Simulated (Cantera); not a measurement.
Charge: 1 mol Ni, 3.6 mol H2S, 38 mol N2, at 11.0 bar.

Method: chemical equilibrium by Gibbs-energy minimisation in Cantera with the NASA 1993 tables (ideal gas, pure condensed phases). Candidate condensed phases: Ni, NiS, NiS2, Ni3S2, Ni3S4, S; 17 gas species. Gases not in the tables: S3 to S7. The numbers say what is thermodynamically allowed, not how fast it happens.

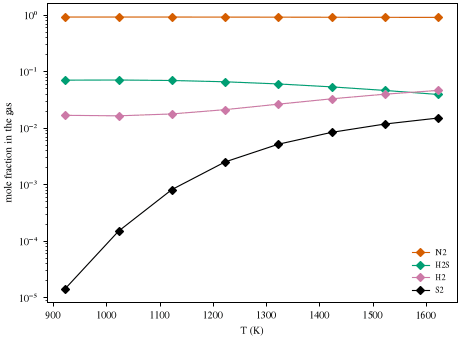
Figure. Equilibrium gas composition (values under 1e-9 drawn at 1e-9)

Problem. Read off the mole fractions at 1423 K.

Solution. N2 about 0.91, H2S about 0.053, H2 about 0.033, S2 about 0.0083.
